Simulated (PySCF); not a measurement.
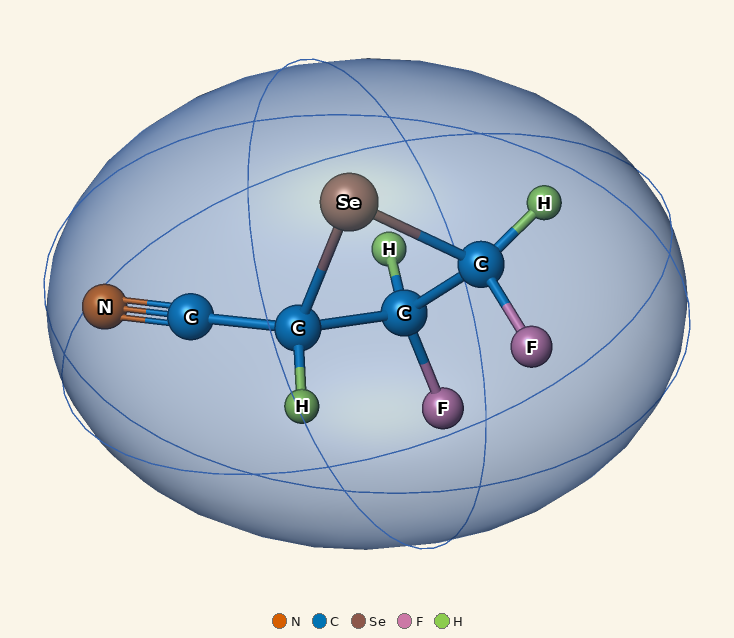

The ellipsoid shows the static dipole polarisability: its half-axes are proportional to the principal values. Computed geometry: PBE0-D3(BJ)/def2-SVP optimisation. No frequency run is at hand to confirm it as a minimum. Method: CAM-B3LYP/def2-SVPD (PySCF 2.14.0).

Give the principal values, the mean and the anisotropy.

Principal values 60.6, 77.3, 93.0 bohr³; mean 77.0 bohr³ (11.40 Å³); anisotropy 28.1 bohr³, so the longest axis is 1.53 times the shortest.
